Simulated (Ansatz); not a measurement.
SiH₅O₂Cl: several calculations on one system

## 1. Relaxation

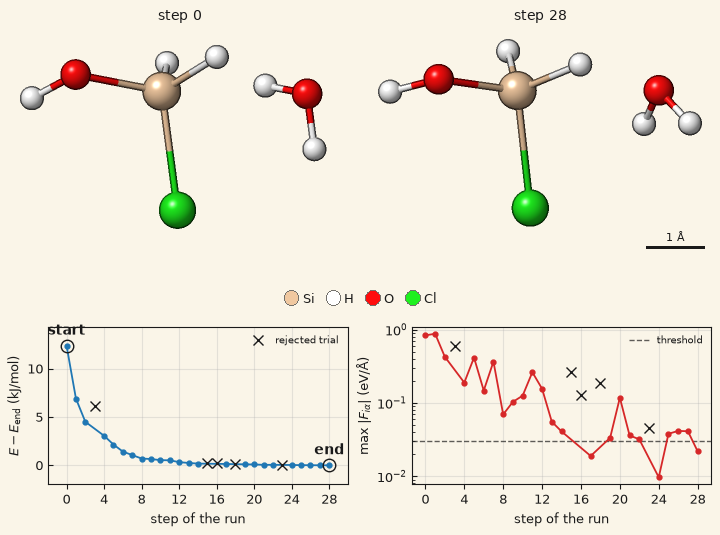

First and last geometry of a relaxation of SiH5O2Cl, with the history of the run. A ball-and-stick model, seen at a tilt.

The run prepares an end point of a later path (reaction) calculation, from a guessed geometry.

Method: Ansatz, RKS PBE0/6-31G*. (no spin polarisation; force threshold 0.03 eV/Å; at most 50 steps)

Read the history and describe the run.

Answer. It converged. The energy falls by 12.4 kJ/mol in 23 accepted moves (28 points after the start). Largest force component: 0.84 eV/Å at the start, 0.022 eV/Å at the end. The line search rejected the trial steps at points 3, 15, 16, 18, 23 of the run. The forces were under the threshold at step 17, but the run went on from there. The atom that moves furthest after the best rigid fit is an H atom (0.76 Å). Largest moves by element: H 0.76 Å, Cl 0.39 Å, O 0.21 Å, Si 0.11 Å. Some distances before and after: H–O 0.984 → 0.967 Å, H–Si 1.470 → 1.480 Å, Cl–Si 2.083 → 2.090 Å, O–Si 1.650 → 1.655 Å. Among the angles between lasting bonds that change: H–Si–H 115.6° → 117.7°.

| step | E − E(0), kJ/mol | largest force component, eV/Å | note |
| --- | --- | --- | --- |
| 0 | 0.00 | 0.8368 |  |
| 1 | -5.47 | 0.8806 |  |
| 2 | -7.87 | 0.4265 |  |
| 3 | -6.24 | 0.5916 | rejected |
| 4 | -9.32 | 0.1898 |  |
| 5 | -10.23 | 0.4165 |  |
| 6 | -10.96 | 0.1479 |  |
| 7 | -11.32 | 0.3669 |  |
| 8 | -11.68 | 0.0699 |  |
| 9 | -11.73 | 0.1037 |  |
| 10 | -11.85 | 0.1259 |  |
| 11 | -11.86 | 0.2629 |  |
| 12 | -12.05 | 0.1566 |  |
| 13 | -12.14 | 0.0556 |  |
| 14 | -12.20 | 0.0410 |  |
| 15 | -12.15 | 0.2642 | rejected |
| 16 | -12.12 | 0.1280 | rejected |
| 17 | -12.24 | 0.0189 |  |
| 18 | -12.24 | 0.1895 | rejected |
| 19 | -12.28 | 0.0336 |  |
| 20 | -12.29 | 0.1179 |  |
| 21 | -12.33 | 0.0362 |  |
| 22 | -12.33 | 0.0319 |  |
| 23 | -12.32 | 0.0459 | rejected |
| 24 | -12.35 | 0.0097 |  |
| 25 | -12.37 | 0.0381 |  |
| 26 | -12.37 | 0.0416 |  |
| 27 | -12.38 | 0.0412 |  |
| 28 | -12.38 | 0.0219 |  |

## 2. Relaxation

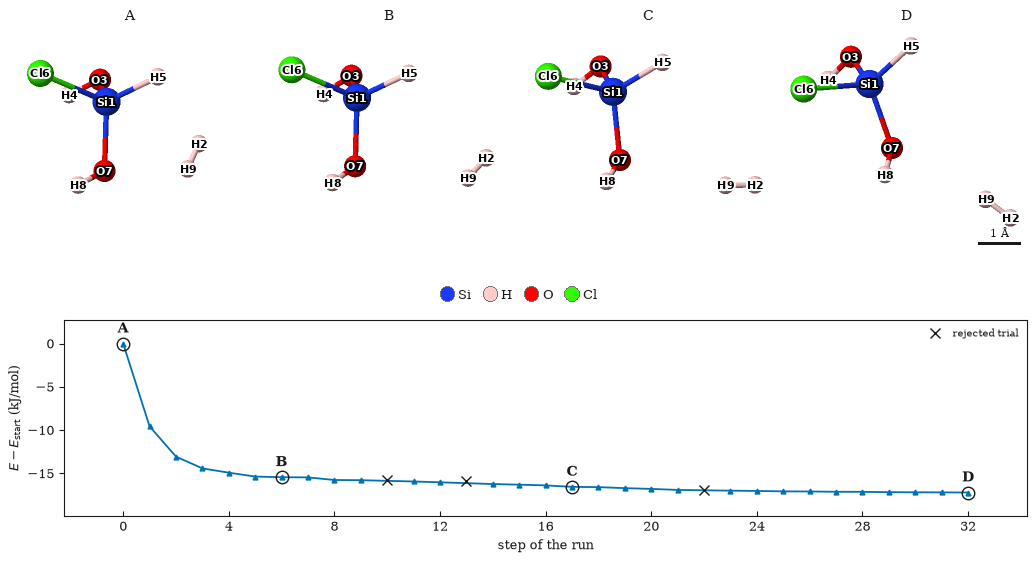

Frames of a relaxation of SiH₅O₂Cl, marked on the history of the run. Style: ball-and-stick. Shown from a free direction.

The run prepares an end point of a later path (reaction) calculation, from a guessed geometry.

These are results of Ansatz, RKS PBE0/6-31G*, not measurements. (no spin polarisation; force threshold 0.03 eV/Å; at most 50 steps)

What happens along the run?

Answer. The atom that moves furthest after the best rigid fit is H2 (1.98 Å). By element the largest moves are H 1.98 Å, O 0.84 Å, Si 0.55 Å, Cl 0.53 Å. Some distances before and after: H2–H9 0.709 → 0.745 Å, Si1–O7 1.665 → 1.648 Å, Si1–Cl6 2.078 → 2.071 Å. Among the angles between lasting bonds that change: O3–Si1–O7 112.6° → 109.4°, Si1–O7–H8 114.6° → 116.8°, O3–Si1–Cl6 110.1° → 112.2°. After 29 accepted moves (32 points after the start) the energy has fallen by 17.2 kJ/mol. Largest force component: 1.2 eV/Å at the start, 0.016 eV/Å at the end. The line search rejected the trial steps at points 10, 13, 22 of the run. The forces were under the threshold at step 27, but the run went on from there. From step 0 to 6: H2 moves most (0.81 Å), energy −15.4 kJ/mol. From step 6 to 17: H2 moves most (0.68 Å), energy −1.11 kJ/mol. From step 17 to 32: H2 moves most (0.73 Å), energy −0.65 kJ/mol.

```tsv
step	E − E(0), kJ/mol	largest force component, eV/Å	note
0	0.00	1.1655	
1	-9.57	0.2431	
2	-13.06	0.1926	
3	-14.42	0.2575	
4	-14.92	0.3280	
5	-15.37	0.1004	
6	-15.44	0.0786	
7	-15.46	0.2216	
8	-15.76	0.0879	
9	-15.79	0.1115	
10	-15.74	0.3231	rejected
11	-15.93	0.0951	
12	-16.03	0.1431	
13	-15.87	0.4241	rejected
15	-16.30	0.1090	
16	-16.39	0.1029	
17	-16.56	0.1014	
18	-16.59	0.1859	
19	-16.71	0.0783	
20	-16.79	0.0495	
22	-16.90	0.1549	rejected
23	-17.00	0.0545	
24	-17.03	0.1367	
25	-17.08	0.0467	
26	-17.09	0.0372	
27	-17.12	0.0123	
29	-17.17	0.0199	
30	-17.19	0.0107	
31	-17.20	0.0588	
32	-17.21	0.0161
```

Limits of the set-up: the start holds two separate molecules, 2.2 Å apart at their closest, whose relative position is a soft coordinate and is computed without a dispersion correction.

## 3. Path

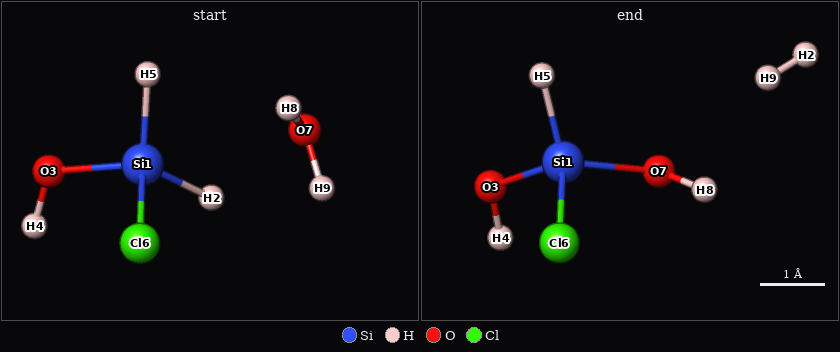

The two relaxed end points of a path for SiH$_{5}$O$_{2}$Cl, made up at the start of SiH3OCl and H$_{2}$O. A ball-and-stick model, seen at a tilt.

All numbers below come from RKS PBE0/6-31G* (Ansatz).

Settings: 7 movable images; climbing image; force threshold 0.03 eV/Å; iteration limit 60.

Start:
```xyz
9

Si    0.2876   -0.1349   -0.1120
H     0.5017   -0.1857    1.3515
O     1.7304    0.0542   -0.8997
H     2.4374   -0.5561   -0.6593
H    -0.5492    0.9522   -0.6443
Cl   -0.5234   -1.9823   -0.6584
O    -2.1914   -0.0662    1.2490
H    -2.8095   -0.1424    0.5095
H    -2.1745   -0.9579    1.6226
```

End:
```xyz
9

Si   -0.1007   -0.1884   -0.8812
H    -1.7119    0.3846    3.5547
O     1.5326   -0.2027   -0.8129
H     1.9473   -1.0010   -0.4626
H    -0.4892    1.1898   -1.2206
Cl   -0.8325   -1.4221   -2.3749
O    -0.7142   -0.7427    0.5440
H    -1.5416   -1.2362    0.4988
H    -1.3806    0.1996    2.9136
```

> Predict the minimum-energy path and its barrier.

The energy climbs by 1.43 eV to image 3 and then falls by 2.24 eV, so the end point sits at −0.81 eV. Breaking: O7–H9 (0.97 → 1.16 at the top → 2.64 Å), Si1–H2 (1.48 → 1.70 at the top → 4.75 Å). Forming: H2–H9 (2.80 → 1.12 at the top → 0.74 Å), Si1–O7 (2.83 → 1.83 at the top → 1.65 Å). The band converged in 43 iterations. The largest component of the band force went from 17 to 0.028 eV/Å. The climbing image converged on the top of the path. Its vibrational analysis gives one imaginary mode (1411i cm⁻¹), as a transition state must have.

Energies of the converged images:

```csv
image,path (Å),E (eV)
0,0.00,0.000
1,1.43,0.071
2,2.86,0.548
3,4.29,1.429
4,5.53,-0.619
5,6.78,-0.781
6,8.02,-0.802
7,9.26,-0.809
8,10.49,-0.810
```

The geometry at the top of the path:

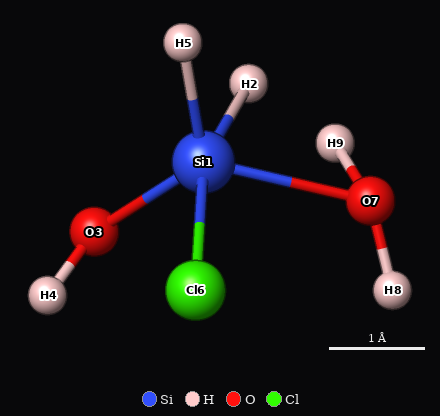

Limits of the set-up: the start holds two separate molecules, 2.7 Å apart at their closest, whose relative position is a soft coordinate and is computed without a dispersion correction.

Cost: 17 min on 1 thread of Arm Neoverse V1, on a shared host, peak memory 0.17 GiB.
